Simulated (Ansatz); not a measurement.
**Geometry relaxation, with input and output: TaH4SCl3O2 (part 1 of 2)**

TaH4SCl3O2, computed with RHF/def2-SVP (Ansatz 0.2.0).

The input holds or restrains some coordinates. It belongs to a series of runs on one base structure; here: pulled along the bonds that form and break, towards end B. Figures and captions count atoms from 1; the log counts them from 0 in places.

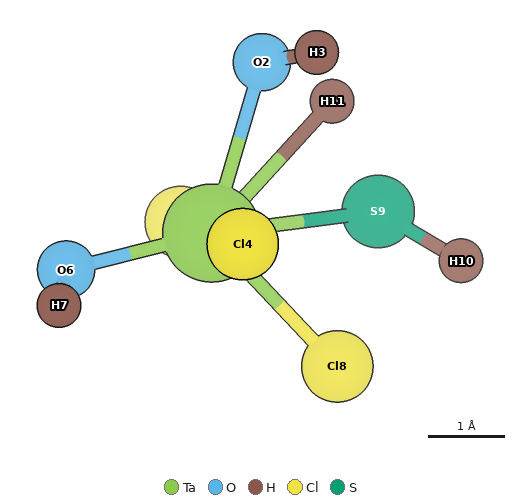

Fig. 1: The starting structure (ball-and-stick view, seen at a tilt; atoms are numbered from 1 in the order of the input). Sticks mark near contacts. Bond lengths as drawn: Cl–Ta 2.47 Å, H–O 1.01 Å, H–S 1.40 Å, H–Ta 2.52 Å, O–Ta 2.02 to 2.37 Å and S–Ta 2.80 Å.

### Input
```yaml
crystal:
  periodic: [false, false, false]
  atoms:
    - { symbol: Ta, position_ang: [0.0, 0.0, 0.0] }
    - { symbol: O, position_ang: [2.37, 0.0, 0.0] }
    - { symbol: H, position_ang: [2.7071, -0.5308, 0.7903] }
    - { symbol: Cl, position_ang: [0.0, 0.0, 2.47] }
    - { symbol: Cl, position_ang: [0.0, 0.0, -2.47] }
    - { symbol: O, position_ang: [-1.01, 1.7493, 0.0] }
    - { symbol: H, position_ang: [-1.4859, 1.8638, 0.8834] }
    - { symbol: Cl, position_ang: [-1.235, -2.139, 0.0] }
    - { symbol: S, position_ang: [0.8829, -2.3126, -1.3086] }
    - { symbol: H, position_ang: [0.571, -3.436, -0.5336] }
    - { symbol: H, position_ang: [2.1262, -1.1797, -0.6676] }
basis:
  gaussian: { orbitals: def2-SVP }
hamiltonian:
  xc: hf
relax:
  f_tol: 0.15
  max_steps: 25
  restrain:
    - { distance: [0, 8], at: 2.5, k: 30.0 }
    - { distance: [10, 1], at: 1.01, k: 30.0 }
    - { distance: [0, 1], at: 3.22, k: 30.0 }
    - { distance: [10, 8], at: 2.6, k: 30.0 }
```

Hardware: 4 threads of AMD EPYC 7571, 32 GiB of memory available, shared host.

Run as:
```bash
ansatz run input.yaml --threads 4 --pin off --max-ram 5120MiB --backend cpu --events-out ev --progress --plain --runs-dir out
```

### The program's output
```
The last accepted step is kept in [file] (removed where the run ends without a failure and the disk answers)
Engine: ansatz 0.2.0, x86_64-unknown-linux-gnu
Functional definition: HF
  exchange = exact_x
  correlation = 0
1542 factors; integrals over basis functions are off by at most 2.5e-4 eV
mean field evaluation 1: about -53971.2255 eV, gradient 6.5e1 eV
mean field evaluation 2: about -53971.5174 eV, gradient 6.5e1 eV
mean field evaluation 4: about -53982.1537 eV, gradient 1.1e1 eV
mean field evaluation 8: about -53982.5145 eV, gradient 1.2e0 eV
mean field evaluation 16: about -53982.5331 eV, gradient 1.4e-5 eV
mean field evaluation 32: about -53978.6556 eV, gradient 1.7e1 eV
mean field evaluation 64: about -53976.2679 eV, gradient 4.6e1 eV
mean field -53982.53309225 eV, -1983.8215004650 hartree, gradient 1.4e-5 eV, S^2 0.000000; 1 other end points of the search recorded, 0 dependent functions left out
the calculation of the forces begins
reference -53982.53309225 eV, -1983.8215004650 hartree; 50, 50 occupied and 102, 102 virtual orbitals, 1542 factors
relax step   1: F+E_penalty+E_count = -53982.53309225 eV  Δ(F+E_penalty+E_count) = +0.000e0 eV  max|allowed force component| = 4.370e0 eV/Å  E_restraint = 23.80978205 eV  max|allowed force component, restraints' pulls added| = 2.514e1 eV/Å  Δτ_max = 0.0000 Å  (116 SCF iters, accepted)
  distance Ta 0 - S 8 = 2.8000 Å
  distance H 10 - O 1 = 1.3773 Å
  distance Ta 0 - O 1 = 2.3700 Å
  distance H 10 - S 8 = 1.8000 Å
these checks for a lower state are left out or cut short: starts, cluster_reference, orbital_swaps, neighbouring_geometries, increment
1542 factors; integrals over basis functions are off by at most 3.9e-4 eV
mean field -53983.32003389 eV, -1983.8504200371 hartree, gradient 2.0e-5 eV, S^2 0.000000; 0 other end points of the search recorded, 0 dependent functions left out
[... from here on the field's lines of each further geometry are left out, up to the last ...]
relax step   2: F+E_penalty+E_count = -53983.32003389 eV  Δ(F+E_penalty+E_count) = -7.869e-1 eV  max|allowed force component| = 5.421e0 eV/Å  E_restraint = 9.91751960 eV  max|allowed force component, restraints' pulls added| = 1.758e1 eV/Å  Δτ_max = 0.1993 Å  (57 SCF iters, accepted)
relax step   3: F+E_penalty+E_count = -53984.28488175 eV  Δ(F+E_penalty+E_count) = -9.648e-1 eV  max|allowed force component| = 4.833e0 eV/Å  E_restraint = 3.17901083 eV  max|allowed force component, restraints' pulls added| = 8.024e0 eV/Å  Δτ_max = 0.1947 Å  (55 SCF iters, accepted)
relax step   4: F+E_penalty+E_count = -53985.43665594 eV  Δ(F+E_penalty+E_count) = -1.152e0 eV  max|allowed force component| = 3.791e0 eV/Å  E_restraint = 0.76179753 eV  max|allowed force component, restraints' pulls added| = 3.791e0 eV/Å  Δτ_max = 0.1937 Å  (48 SCF iters, accepted)
relax step   5: F+E_penalty+E_count = -53986.51055592 eV  Δ(F+E_penalty+E_count) = -1.074e0 eV  max|allowed force component| = 2.326e0 eV/Å  E_restraint = 0.13553079 eV  max|allowed force component, restraints' pulls added| = 2.326e0 eV/Å  Δτ_max = 0.1950 Å  (46 SCF iters, accepted)
relax step   6: F+E_penalty+E_count = -53987.35033936 eV  Δ(F+E_penalty+E_count) = -8.398e-1 eV  max|allowed force component| = 1.395e0 eV/Å  E_restraint = 0.03347151 eV  max|allowed force component, restraints' pulls added| = 1.325e0 eV/Å  Δτ_max = 0.1948 Å  (42 SCF iters, accepted)
relax step   7: F+E_penalty+E_count = -53987.84374389 eV  Δ(F+E_penalty+E_count) = -4.934e-1 eV  max|allowed force component| = 1.391e0 eV/Å  E_restraint = 0.01754571 eV  max|allowed force component, restraints' pulls added| = 7.993e-1 eV/Å  Δτ_max = 0.1949 Å  (41 SCF iters, accepted)
relax step   8: F+E_penalty+E_count = -53988.15330235 eV  Δ(F+E_penalty+E_count) = -3.096e-1 eV  max|allowed force component| = 1.377e0 eV/Å  E_restraint = 0.01870069 eV  max|allowed force component, restraints' pulls added| = 7.834e-1 eV/Å  Δτ_max = 0.1996 Å  (41 SCF iters, accepted)
relax step   9: F+E_penalty+E_count = -53988.34506580 eV  Δ(F+E_penalty+E_count) = -1.918e-1 eV  max|allowed force component| = 1.428e0 eV/Å  E_restraint = 0.01994741 eV  max|allowed force component, restraints' pulls added| = 7.729e-1 eV/Å  Δτ_max = 0.1999 Å  (42 SCF iters, accepted)
relax step  10: F+E_penalty+E_count = -53988.49348676 eV  Δ(F+E_penalty+E_count) = -1.484e-1 eV  max|allowed force component| = 1.442e0 eV/Å  E_restraint = 0.02140722 eV  max|allowed force component, restraints' pulls added| = 9.647e-1 eV/Å  Δτ_max = 0.1948 Å  (42 SCF iters, accepted)
relax step  11: F+E_penalty+E_count = -53988.64780250 eV  Δ(F+E_penalty+E_count) = -1.543e-1 eV  max|allowed force component| = 1.317e0 eV/Å  E_restraint = 0.02227784 eV  max|allowed force component, restraints' pulls added| = 7.515e-1 eV/Å  Δτ_max = 0.2000 Å  (42 SCF iters, accepted)
relax step  12: F+E_penalty+E_count = -53988.76825498 eV  Δ(F+E_penalty+E_count) = -1.205e-1 eV  max|allowed force component| = 1.167e0 eV/Å  E_restraint = 0.02262945 eV  max|allowed force component, restraints' pulls added| = 3.818e-1 eV/Å  Δτ_max = 0.2000 Å  (41 SCF iters, accepted)
relax step  13: F+E_penalty+E_count = -53988.83700573 eV  Δ(F+E_penalty+E_count) = -6.875e-2 eV  max|allowed force component| = 1.168e0 eV/Å  E_restraint = 0.02557831 eV  max|allowed force component, restraints' pulls added| = 6.279e-1 eV/Å  Δτ_max = 0.1953 Å  (40 SCF iters, accepted)
relax step  14: F+E_penalty+E_count = -53988.89547578 eV  Δ(F+E_penalty+E_count) = -5.847e-2 eV  max|allowed force component| = 1.258e0 eV/Å  E_restraint = 0.02473788 eV  max|allowed force component, restraints' pulls added| = 6.245e-1 eV/Å  Δτ_max = 0.1939 Å  (41 SCF iters, accepted)
relax step  15: F+E_penalty+E_count = -53988.93926551 eV  Δ(F+E_penalty+E_count) = -4.379e-2 eV  max|allowed force component| = 1.408e0 eV/Å  E_restraint = 0.02182367 eV  max|allowed force component, restraints' pulls added| = 5.973e-1 eV/Å  Δτ_max = 0.1920 Å  (41 SCF iters, accepted)
relax step  16: F+E_penalty+E_count = -53988.95999029 eV  Δ(F+E_penalty+E_count) = -2.072e-2 eV  max|allowed force component| = 1.148e0 eV/Å  E_restraint = 0.02279689 eV  max|allowed force component, restraints' pulls added| = 6.296e-1 eV/Å  Δτ_max = 0.1998 Å  (40 SCF iters, accepted)
relax step  17: F+E_penalty+E_count = -53988.98585158 eV  Δ(F+E_penalty+E_count) = -2.586e-2 eV  max|allowed force component| = 1.144e0 eV/Å  E_restraint = 0.02215550 eV  max|allowed force component, restraints' pulls added| = 6.558e-1 eV/Å  Δτ_max = 0.1948 Å  (41 SCF iters, accepted)
relax step  18: F+E_penalty+E_count = -53988.99115194 eV  Δ(F+E_penalty+E_count) = -5.300e-3 eV  max|allowed force component| = 1.383e0 eV/Å  E_restraint = 0.01579021 eV  max|allowed force component, restraints' pulls added| = 7.823e-1 eV/Å  Δτ_max = 0.1836 Å  (42 SCF iters, accepted)
relax step  19: F+E_penalty+E_count = -53988.98334663 eV  Δ(F+E_penalty+E_count) = +7.805e-3 eV  max|allowed force component| = 1.021e0 eV/Å  E_restraint = 0.02754590 eV  max|allowed force component, restraints' pulls added| = 3.652e-1 eV/Å  Δτ_max = 0.2000 Å  (40 SCF iters, rejected (line search))
relax step  20: F+E_penalty+E_count = -53989.03191753 eV  Δ(F+E_penalty+E_count) = -4.077e-2 eV  max|allowed force component| = 1.145e0 eV/Å  E_restraint = 0.02368617 eV  max|allowed force component, restraints' pulls added| = 2.122e-1 eV/Å  Δτ_max = 0.0972 Å  (41 SCF iters, accepted)
the calculation of the forces begins
reference -53989.04307309 eV, -1984.0607378483 hartree; 50, 50 occupied and 102, 102 virtual orbitals, 1543 factors
relax step  21: F+E_penalty+E_count = -53989.04307309 eV  Δ(F+E_penalty+E_count) = -1.116e-2 eV  max|allowed force component| = 1.027e0 eV/Å  E_restraint = 0.02647279 eV  max|allowed force component, restraints' pulls added| = 8.370e-2 eV/Å  Δτ_max = 0.1000 Å  (41 SCF iters, accepted)
  distance Ta 0 - S 8 = 2.4862 Å
  distance H 10 - O 1 = 0.9710 Å
  distance Ta 0 - O 1 = 3.2147 Å
  distance H 10 - S 8 = 2.6050 Å
1543 factors; integrals over basis functions are off by at most 6.9e-4 eV
mean field evaluation 256: about -53989.0176 eV, gradient 5.6e-1 eV
```

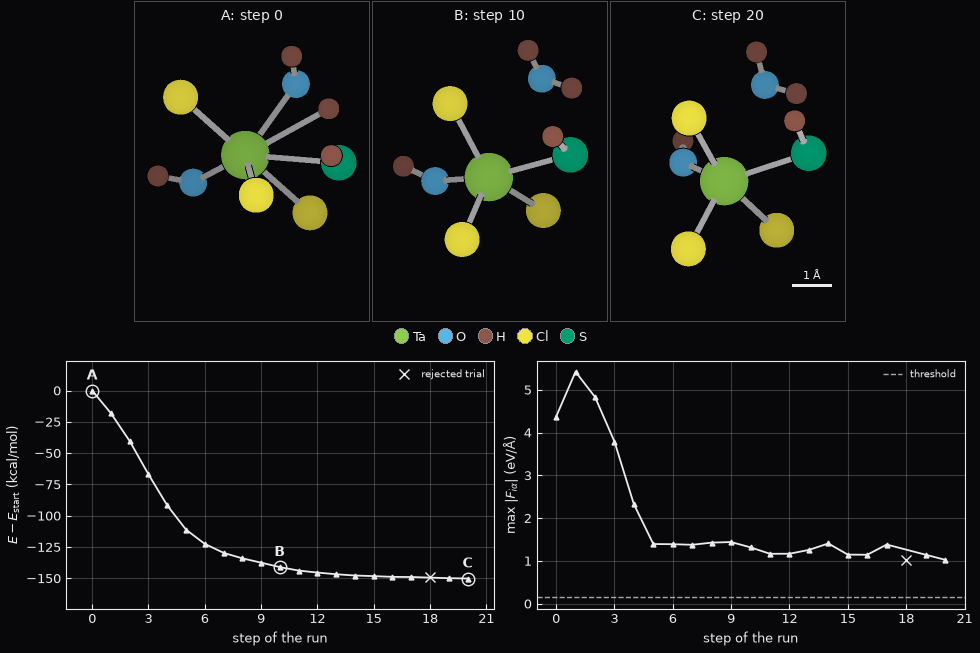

Fig. 2: Frames of the restrained relaxation (ball-and-stick view, seen at a tilt) above the curves, on which the letters mark them (the first geometry is step 0 here and step 1 in the log).

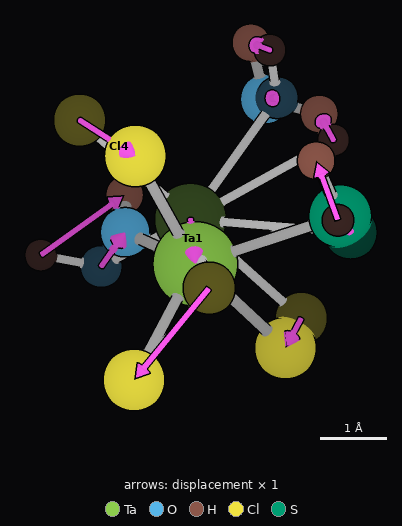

Fig. 3: Start (faint) and end (solid) with the displacements as pink arrows, at true length (ball-and-stick view, seen at a tilt). The two geometries are laid on each other by the best rigid fit. The largest move after the best rigid fit is that of Cl8, 1.87 Å. Largest moves by element: Cl 1.87 Å, H 1.67 Å, Ta 0.99 Å, O 0.88 Å, S 0.37 Å. Distances before and after: Ta1–O2 2.370 → 3.215 Å, Ta1–H11 2.522 → 3.226 Å, O2–H11 1.377 → 0.971 Å, Ta1–S9 2.800 → 2.486 Å. New bonds form: O2–H11 (1.38 → 0.97 Å). Bonds break: Ta1–O2 (2.37 → 3.21 Å). Among the angles that change: Cl8–Ta1–S9 56.1° → 115.7°, Cl4–Ta1–S9 117.9° → 86.5°, Ta1–O6–H7 109.5° → 140.8°. Over 20 geometry steps the energy falls by 150.1 kcal/mol. Largest force component: 4.4 eV/Å at the start, 1 eV/Å at the end. The line search rejected the trial step at point 18 (counted from 0) and went back. (Atoms are counted from 1 in the order of the input.)

```
mean field -53989.04307309 eV, -1984.0607378483 hartree, gradient 1.6e-5 eV, S^2 0.000000; 1 other end points of the search recorded, 0 dependent functions left out
the calculation of the forces begins
reference -53989.04307309 eV, -1984.0607378483 hartree; 50, 50 occupied and 102, 102 virtual orbitals, 1543 factors
Total energy: -53989.04307309 eV, -1984.0607378483 hartree
Atom 0 at    -0.674492    -0.692158    -0.239629 Å, force     0.338291    -0.234189    -0.098692 eV/Å
Atom 1 at     2.332144     0.405456     0.059786 Å, force     0.094022    -0.970368    -0.620932 eV/Å
Atom 2 at     2.788155     0.240058     0.873815 Å, force    -0.026111     0.017413    -0.030174 eV/Å
Atom 3 at    -0.310613    -1.535052     1.948596 Å, force     0.005571    -0.007011    -0.065399 eV/Å
Atom 4 at    -0.491083    -0.059658    -2.502862 Å, force     0.010259    -0.011831     0.007128 eV/Å
Atom 5 at    -0.560179     1.056528     0.319252 Å, force    -0.023406     0.072205     0.042619 eV/Å
Atom 6 at     0.072604     1.754624     0.425182 Å, force     0.042423    -0.025776    -0.018764 eV/Å
Atom 7 at    -2.881540    -1.319445    -0.348051 Å, force     0.036044    -0.009746     0.007520 eV/Å
Atom 8 at     0.969440    -2.393954    -1.002987 Å, force    -0.356474     0.128507     0.088070 eV/Å
Atom 9 at     1.157479    -3.075496     0.128565 Å, force     0.006547     0.013666     0.015616 eV/Å
Atom 10 at     2.524384    -0.365904    -0.497766 Å, force    -0.127167     1.027131     0.673009 eV/Å
Dipole moment:     0.520370     0.236243     0.431266 e Å
```

### Trajectory as extended XYZ (Å, eV, eV/Å), 21 frames, from step=1 to step=21
```
11
Properties=species:S:1:pos:R:3:forces:R:3 step=1 energy=-53982.53309
Ta    0.0000    0.0000    0.0000    0.2247  -1.6381  -1.3977
O     2.3700    0.0000    0.0000   -2.7014  -4.1386   1.1540
H     2.7071   -0.5308    0.7903   -0.7092   2.0469  -1.8423
Cl    0.0000    0.0000    2.4700    0.2535  -0.0014  -1.7108
Cl    0.0000    0.0000   -2.4700   -0.4540   2.2684   1.1006
O    -1.0100    1.7493    0.0000    0.3437  -2.9762   2.4179
H    -1.4859    1.8638    0.8834    1.2645   0.0229  -2.4939
Cl   -1.2350   -2.1390    0.0000   -4.0600   2.9318   2.9034
S     0.8829   -2.3126   -1.3086    4.3700  -0.5288   0.1492
H     0.5710   -3.4360   -0.5336    1.5421   1.4123  -0.5471
H     2.1262   -1.1797   -0.6676   -0.0739   0.6009   0.2667
11
Properties=species:S:1:pos:R:3:forces:R:3 step=2 energy=-53983.32003
Ta   -0.1504   -0.0917   -0.0527    0.6583  -1.2464  -0.5632
O     2.5153   -0.0481   -0.0246   -3.3546  -5.4214  -1.1233
H     2.7115   -0.5260    0.7960    0.2613   1.1770  -0.4094
Cl    0.0021   -0.0008    2.4456    0.3190  -0.1291  -1.8339
Cl   -0.0073    0.0279   -2.4612   -0.5030   2.1191   0.7550
O    -1.0031    1.7152    0.0139    0.0361  -2.5745   1.3108
H    -1.4774    1.8651    0.8672    0.9028   0.0330  -1.6757
Cl   -1.2934   -2.1129    0.0359   -4.3285   2.2069   2.7618
S     0.7914   -2.3385   -1.3321    3.8955  -0.8071  -0.2882
H     0.5857   -3.4303   -0.5324    0.7120   0.8383  -0.3625
H     2.2517   -1.0449   -0.5914    1.4012   3.8042   1.4287
11
Properties=species:S:1:pos:R:3:forces:R:3 step=3 energy=-53984.28488
Ta   -0.2638   -0.1788   -0.0972    1.1915   0.3939  -0.0532
O     2.6241   -0.0999   -0.0428   -2.1347  -1.6657   0.0024
H     2.7241   -0.5193    0.8041    0.5352   0.6672   0.4593
Cl    0.0080   -0.0043    2.4166    0.3329  -0.2901  -1.9518
Cl   -0.0152    0.0579   -2.4539   -0.5112   1.8799   0.4936
O    -1.0040    1.6776    0.0200    0.0714  -2.5245   0.5187
H    -1.4679    1.8658    0.8516    0.5770   0.0695  -0.9983
Cl   -1.3620   -2.0910    0.0752   -4.8328   0.7083   2.6200
S     0.7180   -2.3575   -1.3449    3.6391  -0.4443  -0.6302
H     0.5867   -3.4248   -0.5351    0.2690   0.3473  -0.0128
H     2.3785   -0.9106   -0.5295    0.8627   0.8585  -0.4478
11
Properties=species:S:1:pos:R:3:forces:R:3 step=4 energy=-53985.43666
Ta   -0.3330   -0.2638   -0.1437    1.2544   0.8760   0.3920
O     2.7321   -0.0900   -0.0173   -1.3274  -0.2614   0.4698
H     2.7494   -0.5030    0.8349    0.4606   0.4669   0.4914
Cl    0.0229   -0.0214    2.3385    0.3752  -0.4351  -1.7822
Cl   -0.0353    0.1270   -2.4455   -0.3721   1.4598   0.2542
O    -1.0061    1.5966    0.0151   -0.1815  -2.1387   0.1793
H    -1.4501    1.8630    0.8295    0.5277  -0.0343  -0.7544
Cl   -1.5364   -2.0855    0.1594   -3.7914   0.1268   1.7858
S     0.6898   -2.3472   -1.3400    2.5797   0.0234  -0.2158
H     0.5883   -3.4126   -0.5337    0.0286   0.2397   0.1492
H     2.5048   -0.8481   -0.5333    0.4463  -0.3232  -0.9692
```
